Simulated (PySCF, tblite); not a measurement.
# C4H8FO2Si radical: geometry, infrared bands and EPR parameters

Wanted: the infrared bands and EPR parameters of C4H8FO2Si radical (`CO[Si@@H](F)/C=C\[CH]O`), by calculation.

Computed with tblite 0.8.0 and PySCF 2.14.0, with density-fitted response routines of our own, on a single molecule in the gas phase. Atoms are numbered from 0 throughout.

## Step 1: The molecule as given

16 atoms, charge 0, multiplicity 2; geometry from: force field or distance geometry start.

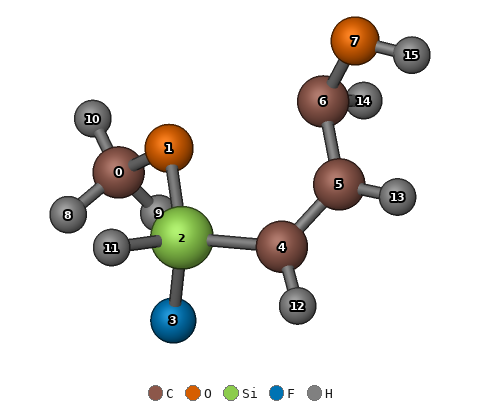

As it starts; carbon brown, oxygen orange, silicon green, fluorine blue, hydrogen grey, atoms numbered.

## Step 2: Geometry optimisation with GFN2-xTB

What the job is given:

```
{"job": {"kind": "relax", "xc": "GFN2-xTB", "basis": "xTB"}, "charge": 0, "multiplicity": 2}
C     -2.412400     0.474500    -1.013300
O     -1.093000     0.726800    -0.620600
Si    -0.918000    -0.011100     0.931800
F     -2.019100    -1.299300     0.978200
C      0.715800    -0.684200     1.283100
C      1.788300    -0.488300     0.489100
C      1.695600     0.328300    -0.759500
O      2.875900     1.079500    -0.807300
H     -3.072200     0.614800    -0.124900
H     -2.454100    -0.611400    -1.229400
H     -2.730500     1.094300    -1.863600
H     -1.362200     0.905300     1.994500
H      0.857700    -1.290800     2.189600
H      2.727500    -0.944700     0.803800
H      1.742200    -0.398600    -1.593500
H      3.650700     0.513800    -0.669400
```

Started as:

```console
> OMP_NUM_THREADS=1 python probes_run.py task.json out
```

This one command runs all jobs of the session in turn.

Output:

```text
step      E/eV     max force
  0    -739.32776    3.999
  1    -739.76130    2.337
  2    -740.01198    1.754
  3    -740.15999    1.237
  4    -740.30393    1.019
  5    -740.47443    1.315
  6    -740.70099    2.050
  7    -740.87933    1.336
  8    -741.05435    1.082
  9    -741.15441    1.116
 10    -741.31625    1.450
 11    -741.44787    1.233
 12    -741.54144    0.816
 13    -741.59752    0.762
 14    -741.62144    0.778
 15    -741.65162    0.638
 16    -741.67168    0.295
 17    -741.68654    0.287
 18    -741.69438    0.290
 19    -741.71044    0.344
 20    -741.73004    0.438
 21    -741.75251    0.366
 22    -741.76864    0.290
 23    -741.77978    0.270
 24    -741.79111    0.298
 25    -741.80779    0.320
 26    -741.82356    0.288
 27    -741.83497    0.261
 28    -741.84219    0.241
 29    -741.84991    0.264
 30    -741.85840    0.233
 31    -741.86297    0.157
 32    -741.86557    0.146
 33    -741.86928    0.142
 34    -741.87510    0.209
 35    -741.88231    0.249
 36    -741.88977    0.193
 37    -741.89596    0.315
 38    -741.90080    0.170
 39    -741.90527    0.154
 40    -741.90930    0.146
 41    -741.91205    0.123
 42    -741.91424    0.141
 43    -741.91645    0.111
 44    -741.91841    0.083
 45    -741.91965    0.062
 46    -741.92025    0.068
 47    -741.92078    0.058
 48    -741.92127    0.064
 49    -741.92159    0.048
 50    -741.92179    0.041
 51    -741.92197    0.043
 52    -741.92218    0.040
 53    -741.92241    0.043
 54    -741.92263    0.035
 55    -741.92287    0.038
 56    -741.92318    0.036
 57    -741.92350    0.038
 58    -741.92379    0.040
 59    -741.92401    0.033
 60    -741.92419    0.038
 61    -741.92437    0.041
 62    -741.92462    0.043
 63    -741.92499    0.043
 64    -741.92547    0.047
 65    -741.92595    0.053
 66    -741.92637    0.056
 67    -741.92677    0.056
 68    -741.92723    0.062
 69    -741.92775    0.057
 70    -741.92820    0.045
 71    -741.92846    0.035
 72    -741.92861    0.033
 73    -741.92874    0.034
 74    -741.92892    0.033
 75    -741.92910    0.030
 76    -741.92923    0.025
 77    -741.92932    0.019
 78    -741.92941    0.022
 79    -741.92951    0.025
 80    -741.92961    0.027
 81    -741.92970    0.025
 82    -741.92978    0.020
 83    -741.92987    0.020
 84    -741.92998    0.025
 85    -741.93011    0.031
 86    -741.93027    0.036
 87    -741.93048    0.036
 88    -741.93074    0.040
 89    -741.93110    0.048
 90    -741.93158    0.050
 91    -741.93206    0.058
 92    -741.93252    0.049
 93    -741.93299    0.052
 94    -741.93379    0.070
 95    -741.93501    0.076
 96    -741.93676    0.123
 97    -741.93609    0.195
 98    -741.93799    0.210
 99    -741.93913    0.067
100    -741.94056    0.080
101    -741.94121    0.082
102    -741.94184    0.115
103    -741.94277    0.088
104    -741.94442    0.049
105    -741.94505    0.087
106    -741.94560    0.060
107    -741.94599    0.071
108    -741.94630    0.059
109    -741.94687    0.038
110    -741.94742    0.048
111    -741.94785    0.067
112    -741.94819    0.068
113    -741.94867    0.083
114    -741.94916    0.099
115    -741.94918    0.111
116    -741.94995    0.061
117    -741.95016    0.040
118    -741.95038    0.036
119    -741.95063    0.049
120    -741.95090    0.049
121    -741.95120    0.082
122    -741.95146    0.064
123    -741.95170    0.044
124    -741.95186    0.030
125    -741.95194    0.020
126    -741.95198    0.016
127    -741.95202    0.015
128    -741.95205    0.012
129    -741.95207    0.011
130    -741.95209    0.013
131    -741.95211    0.014
132    -741.95214    0.014
133    -741.95217    0.013
134    -741.95222    0.015
135    -741.95226    0.013
136    -741.95229    0.009
```

Run time: 1.6 s. Hardware: 1 thread of Intel Xeon Platinum 8259CL at 2.50GHz, shared host; peak memory 0.18 GiB.

Step by step: (not every step is listed)

```tsv
step	energy from step 0 (eV)	largest force (eV/Å)
0	0.0000	3.9989
1	-0.4335	2.3366
2	-0.6842	1.7538
3	-0.8322	1.2368
4	-0.9762	1.0186
5	-1.1467	1.3149
6	-1.3732	2.0497
7	-1.5516	1.3358
8	-1.7266	1.0818
20	-2.4023	0.4377
32	-2.5378	0.1457
44	-2.5906	0.0827
56	-2.5954	0.0355
68	-2.5995	0.0617
80	-2.6019	0.0268
92	-2.6048	0.0486
104	-2.6167	0.0489
116	-2.6222	0.0606
128	-2.6243	0.0122
131	-2.6243	0.0142
132	-2.6244	0.0136
133	-2.6244	0.0132
134	-2.6245	0.0154
135	-2.6245	0.0134
136	-2.6245	0.0088
```

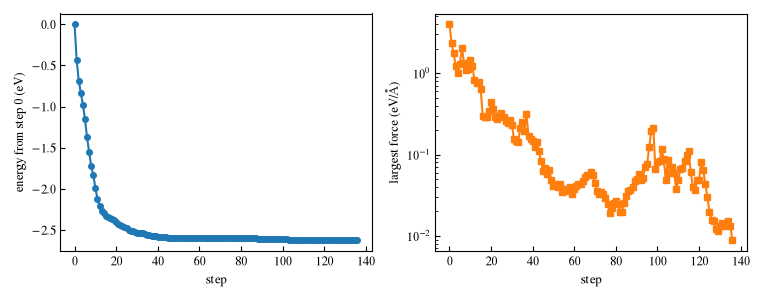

Energy and force, step by step.

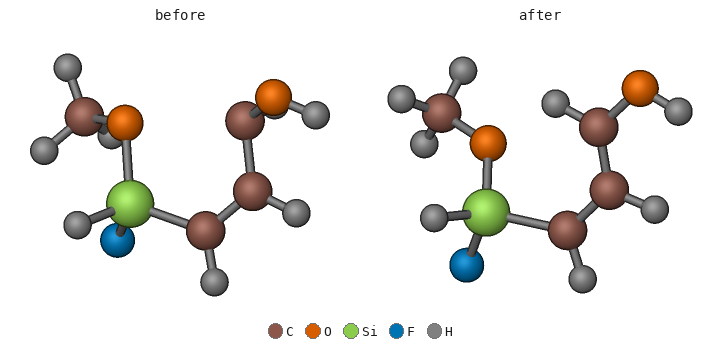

Before and after, at one scale.

Distances of close pairs at the start and the end, largest changes first:

```tsv
bond	before (Å)	after (Å)	change (Å)
C5–C6	1.495	1.369	-0.125
O1–Si2	1.728	1.618	-0.110
Si2–F3	1.695	1.621	-0.075
C6–O7	1.400	1.347	-0.053
Si2–C4	1.802	1.851	+0.049
C4–C5	1.349	1.384	+0.035
C6–H14	1.107	1.077	-0.031
C0–H8	1.115	1.093	-0.023
```

The final coordinates are the input of the step that follows.

## Step 3: Infrared spectrum with GFN2-xTB

What the job is given:

```
{"job": {"kind": "ir", "xc": "GFN2-xTB", "basis": "xTB"}, "charge": 0, "multiplicity": 2}
C     -2.458937     0.332546    -1.175339
O     -1.250722     0.023598    -0.539099
Si    -0.955427    -0.226532     1.031837
F     -1.976641    -1.360273     1.578071
C      0.767839    -0.887368     1.170589
C      1.902169    -0.446508     0.511755
C      1.931118     0.536930    -0.440721
O      3.042411     0.948116    -1.081820
H     -2.780377     1.344795    -0.918636
H     -3.242569    -0.369946    -0.885112
H     -2.293852     0.267697    -2.251382
H     -1.313170     0.926369     1.855166
H      0.918527    -1.658202     1.912218
H      2.849631    -0.922583     0.754377
H      1.044244     1.058928    -0.756761
H      3.808157     0.441377    -0.776554
```

Output:

```text
mode    cm-1     km/mol
  1      29.8      1.39
  2      66.9      3.43
  3      88.9      4.45
  4      94.7      0.81
  5     134.9      8.81
  6     167.0      1.66
  7     175.5      4.48
  8     249.8     17.86
  9     293.0     11.92
 10     330.6     47.36
 11     366.1     13.81
 12     520.1     96.48
 13     608.4      0.67
 14     643.7     28.11
 15     672.9    151.24
 16     706.1     64.23
 17     720.8    118.66
 18     749.5     39.39
 19     811.9    301.16
 20     823.9    180.84
 21     940.2     27.31
 22    1068.7    243.32
 23    1128.9     21.39
 24    1134.7     92.73
 25    1137.8      8.75
 26    1155.5    141.15
 27    1236.2     44.32
 28    1253.7      4.63
 29    1325.7     68.05
 30    1408.4    157.38
 31    1414.1      2.33
 32    1479.3      4.27
 33    1484.4      3.04
 34    1546.0    172.34
 35    2256.7    269.82
 36    2952.7     40.77
 37    2970.2     39.13
 38    2990.8     28.36
 39    2993.6     58.68
 40    3075.3     26.61
 41    3131.5     19.10
 42    3469.6     18.15
```

Wall time 0.96 s (1 thread of Intel Xeon Platinum 8259CL at 2.50GHz, shared host); peak memory 0.18 GiB.

Which atoms move in the most intense modes:

```tsv
cm⁻¹	km/mol	atoms
673	151.2	H11 50 %, C4 20 %, H12 16 %
812	301.2	Si2 47 %, F3 37 %
824	180.8	Si2 44 %, C4 23 %
1069	243.3	O7 25 %, H15 22 %, H12 17 %, C6 15 %
1156	141.2	O1 36 %, H10 23 %, C0 22 %
1408	157.4	C4 49 %, C5 26 %
1546	172.3	C6 45 %, C5 39 %
2257	269.8	H11 97 %
```

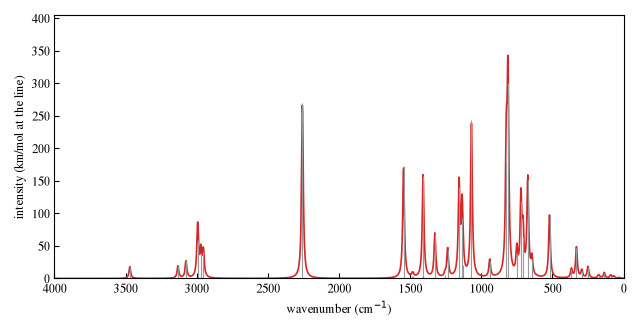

The infrared spectrum from these modes, unscaled. Lines are broadened to a width of 14 cm⁻¹ (Lorentzian).

## Step 4: g tensor and hyperfine couplings: B3LYP/pcH-1

The job, as its differences from that of step 3:

```diff
@@ -1,2 +1,2 @@
-{"job": {"kind": "ir", "xc": "GFN2-xTB", "basis": "xTB"}, "charge": 0, "multiplicity": 2}
+{"job": {"kind": "epr", "basis": "pcH-1"}, "charge": 0, "multiplicity": 2}
 C     -2.458937     0.332546    -1.175339
```

Method: UKS B3LYP, pcH-1 on C F H O Si, non-relativistic, mean-field spin-orbit, GIAO.

Output:

```text
UKS, coarse grid
  cycle   1  E = -696.91131453  |g| = 7.61e-01
  cycle   2  E = -696.62643571  |g| = 1.20e+00
  cycle   3  E = -697.10317325  |g| = 1.04e-01
  cycle   4  E = -697.10675977  |g| = 5.25e-02
  cycle   5  E = -697.10786085  |g| = 1.68e-02
  cycle   6  E = -697.10798711  |g| = 6.25e-03
  cycle   7  E = -697.10801868  |g| = 3.04e-03
  cycle   8  E = -697.10802556  |g| = 2.02e-03
  cycle   9  E = -697.10802778  |g| = 3.22e-04
UKS, final grid
  cycle   1  E = -697.10809979  |g| = 4.29e-04
  cycle   2  E = -697.10809963  |g| = 7.53e-04
  cycle   3  E = -697.10809988  |g| = 6.91e-05
  cycle   4  E = -697.10809989  |g| = 2.25e-05
E = -697.10809989 Eh   <S^2> = 0.7689 (exact 0.7500)
g shifts (ppm)      1          2          3
  rmc          -174       -174       -174
  gc              1         42         29
  oz_so          62        734       1583
  total        -110        602       1438
hyperfine (MHz)  atom isotope    a_iso     a_fc   dipolar eigenvalues
    0   13C      -0.25      -0.25     -0.29     -0.25      0.54
    1   17O      -4.81      -4.80     -1.50      0.46      1.04
    2  29Si      31.23      31.24     -3.09      0.52      2.57
    3   19F      11.07      11.05     -5.61     -4.12      9.72
    4   13C      50.41      50.51    -47.96    -46.44     94.40
    5   13C     -40.17     -40.18    -19.33      7.06     12.27
    6   13C      42.68      42.68    -43.24    -42.71     85.95
    7   17O     -14.90     -14.95    -48.25     23.29     24.96
    8    1H       0.78       0.78     -0.62     -0.61      1.22
    9    1H       0.19       0.19     -0.71     -0.63      1.34
   10    1H      -0.04      -0.04     -0.75     -0.58      1.33
   11    1H      15.86      15.86     -2.17     -1.49      3.65
   12    1H     -37.56     -37.56    -23.53     -0.05     23.59
   13    1H       7.57       7.57     -4.87     -0.14      5.01
   14    1H     -34.98     -35.00    -17.37     -2.79     20.16
   15    1H      -8.99      -9.02     -9.19     -6.27     15.45
```

It took 1.9 min on 1 thread of Intel Xeon Platinum 8259CL at 2.50GHz, shared host; peak memory 0.96 GiB.

Principal g values 2.00221, 2.00292, 2.00376; g(iso) = 2.00296, against 2.00232 for a free electron.

Mean a(iso) over the nuclei that a row names, and the largest dipolar term of the row (other rows stand at the frozen geometry):

```tsv
nuclei	isotope	a(iso) (MHz)	a(iso) (G, at g = 2.0023)	largest dipolar term (MHz)
C4	13C	50.4	18.0	94.4
C6	13C	42.7	15.2	85.9
C5	13C	-40.2	-14.3	-19.3
H12	1H	-37.6	-13.4	23.6
H14	1H	-35.0	-12.5	20.2
Si2	29Si	31.2	11.1	-3.1
H11	1H	15.9	5.7	3.7
O7	17O	-14.9	-5.3	-48.3
F3	19F	11.1	4.0	9.7
H15	1H	-9.0	-3.2	15.5
H13	1H	7.6	2.7	5.0
O1	17O	-4.8	-1.7	-1.5
H8, H9, H10	1H	0.3	0.1	1.3
C0	13C	-0.2	-0.1	0.5
```

Mulliken spin populations:

C0 0.00; O1 0.00; Si2 0.01; F3 0.00; C4 0.64; C5 -0.20; C6 0.49; O7 0.10; H8 0.00; H9 0.00; H10 0.00; H11 0.01; H12 -0.03; H13 0.01; H14 -0.02; H15 0.00

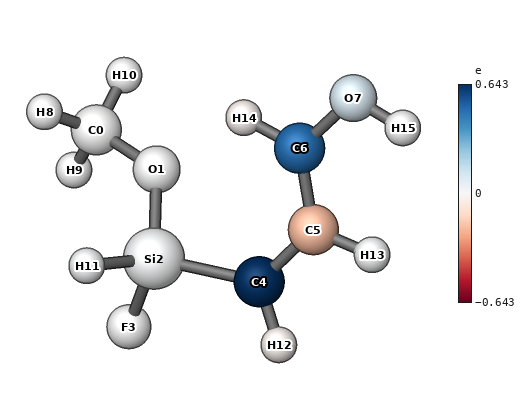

Mulliken spin populations, as colours on the atoms.

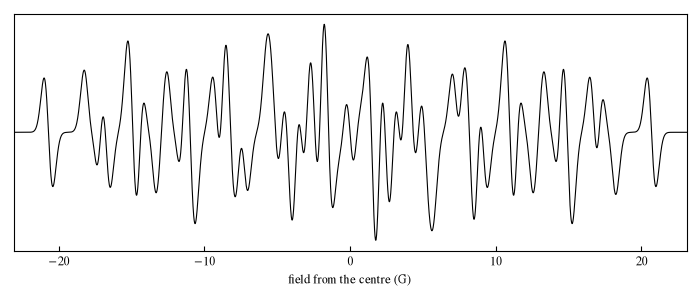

First-order isotropic spectrum (first derivative, main isotopes with spin only, couplings over 0.8 MHz, Gaussian width 0.3 G; couplings of the frozen geometry, rotation of groups not averaged beyond the rows shown).

Orbitals, density, ELF and potential are computed afterwards from the orbital file.

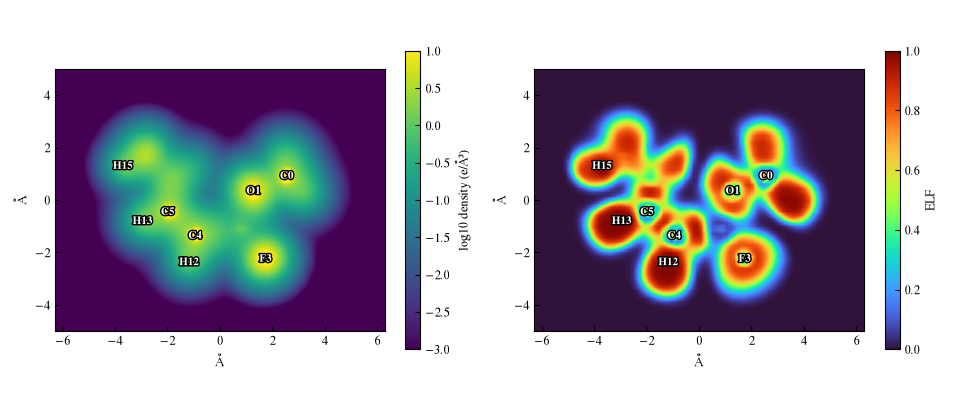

Density (left) and ELF (right) in a plane through or near 8 of the atoms.

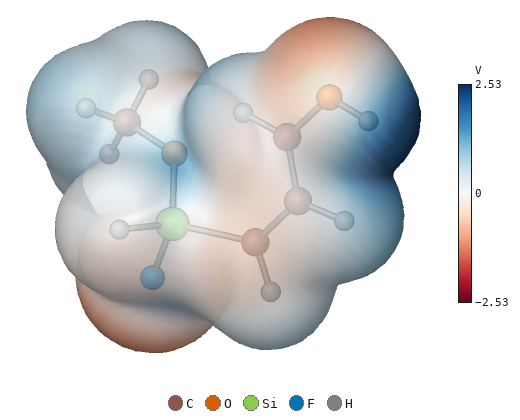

The potential that a unit positive charge feels on the 0.002 e/bohr³ surface, from -1.25 V near F3 to 2.53 V near H15.

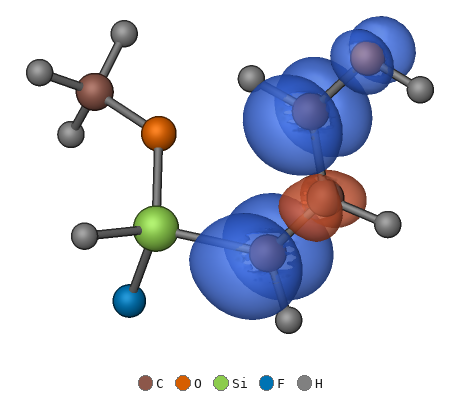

Spin density at ±0.03 e/Å³ (alpha excess blue, beta excess red).

## Step 5: What came out

| quantity | value |
| --- | --- |
| strongest single infrared mode (GFN2-xTB) | 812 cm⁻¹, 301 km/mol |
| zero-point energy (GFN2-xTB) | 71.2 kcal/mol |
| g(iso) (B3LYP) | 2.00296 |
| ⟨S²⟩ | 0.769 (exact 0.75) |
| largest a(iso) (averaged by class) | 13C on C4, 50.4 MHz |
| potential on the surface of density 0.002 e/bohr³, 1st and 99th percentile | -1.25 V and 2.53 V |

In words: Over 136 steps the energy fell by 2.625 eV; of the close pairs, C5–C6 changed most, 1.495 to 1.369 Å. All 42 modes are real, so the xTB geometry is a minimum. The strongest single mode, at 812 cm⁻¹, moves mainly Si2 and F3. GFN2-xTB is a fitted tight-binding method: band positions and strengths are rough. Its intensities can rank the bands wrongly. The largest spin populations lie on C4 (0.64 e), C6 (0.49 e). The isotropic g lies 0.6 ppt above the free-electron value. These values are for one conformer; the search (at its own cheap level) found 2 more, at 1.04, 2.48 kcal/mol, and measured spectra average over such forms.
